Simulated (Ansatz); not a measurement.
**ClFH4N2Zr···Cl (doublet): density, localisation and related maps**

```xyz
10

Zr   -0.2182    0.0371   -0.0744
F    -0.6607    0.2177    1.8268
N     1.7972   -0.0483   -0.3285
H     2.3463   -0.7718   -0.8051
H     2.4442    0.6773    0.0119
Cl   -1.0330    1.8530   -1.3851
N    -0.9141   -1.7112   -0.8098
H    -1.1944   -2.5264   -0.2495
H    -1.1669   -1.8936   -1.7890
Cl    1.0419   -0.0532    3.9016
```

Core potentials replace the inner electrons of Zr; not at a stationary point (largest force 0.5 eV/Å).

Level of theory: Ansatz, UKS PBE/def2-SVP.

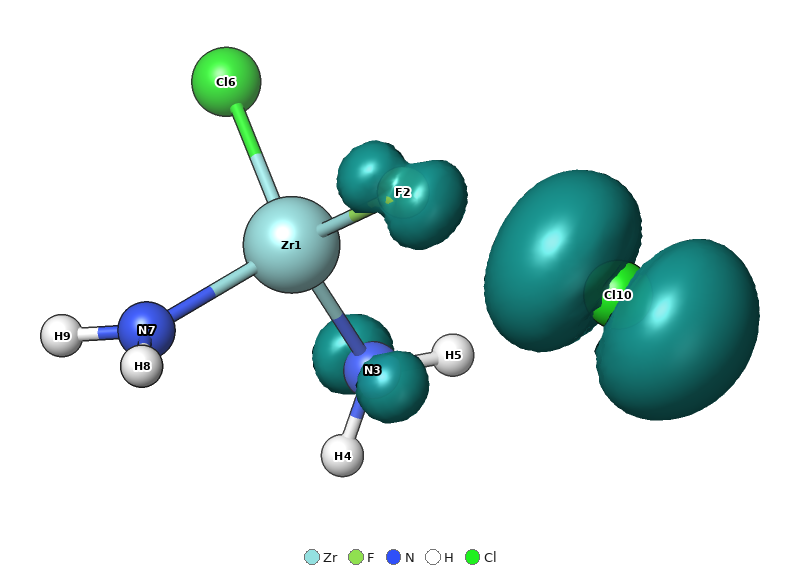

Figure 1. Isosurfaces of the spin density at +0.02 (teal) and −0.02 e/Å³ (pink), seen from one side.

Describe the spin distribution.

Answer. The unpaired spin (1 electron) lies mostly on Cl10 (about 0.9), in electrons by Hirshfeld's partition. Only one sign reaches the isovalue.

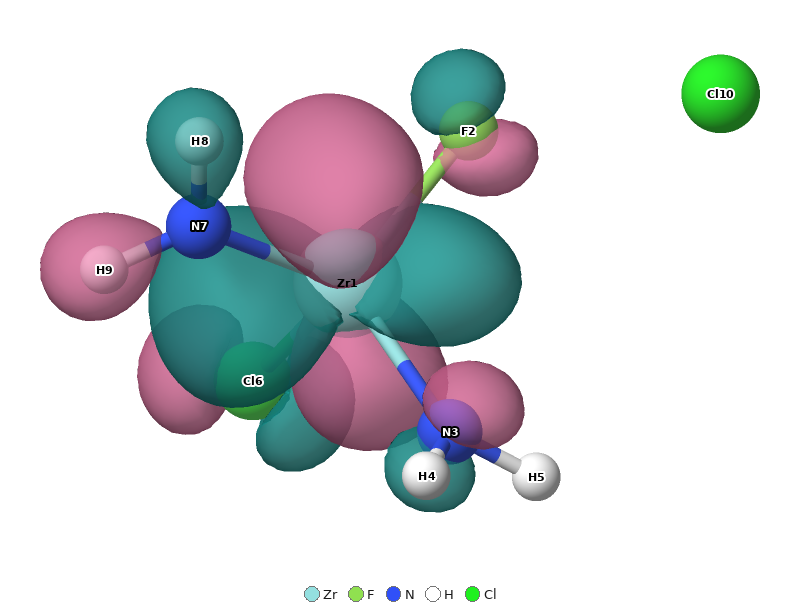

Figure 2. The LUMO (α) at ±0.1 Å⁻³ᐟ² (teal and pink are the two phases), seen across its widest extent.

Describe this orbital and give its energy.

Answer. Its weight (Hirshfeld) is mainly on Zr1 (about 70 %) and Cl6 (about 10 %). Its energy is −2.06 eV.

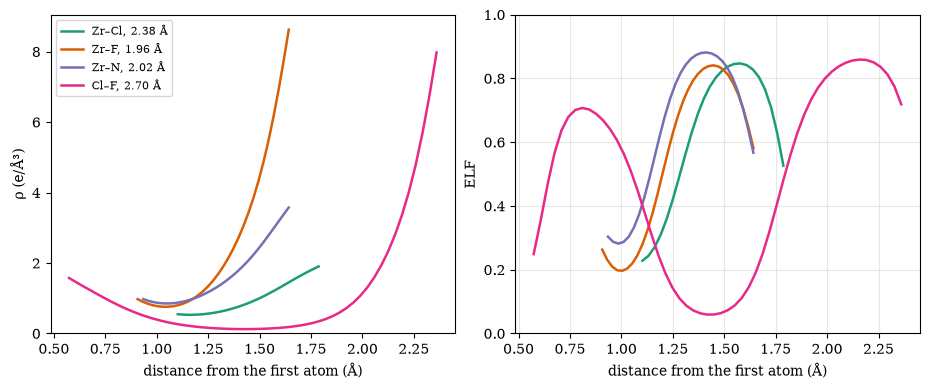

Figure 3. Electron density and electron localisation function along straight lines between neighbouring atoms. The curves leave out the atomic cores.

Compare the contacts.

Answer. Zr–Cl (2.38 Å): the density is about 0.53 e/Å³ at the midpoint; the ELF peaks at about 0.85 in the valence shell of Cl, 0.8 Å from its nucleus, and is about 0.30 at the midpoint.
Zr–F (1.96 Å): ρ is about 0.8 e/Å³ halfway; the ELF peaks at about 0.85 in the valence shell of F, 0.5 Å from its nucleus, and drops to about 0.20 between the two atoms.
Zr–N (2.02 Å): ρ at the midpoint is about 0.87 e/Å³; the ELF peaks at about 0.90 in the valence shell of N, 0.6 Å from its nucleus, and drops to about 0.30 between the two atoms.
Cl10···F2 (2.70 Å): the density falls to about 0.12 e/Å³ on the way; the ELF dips to about 0.05 between them.
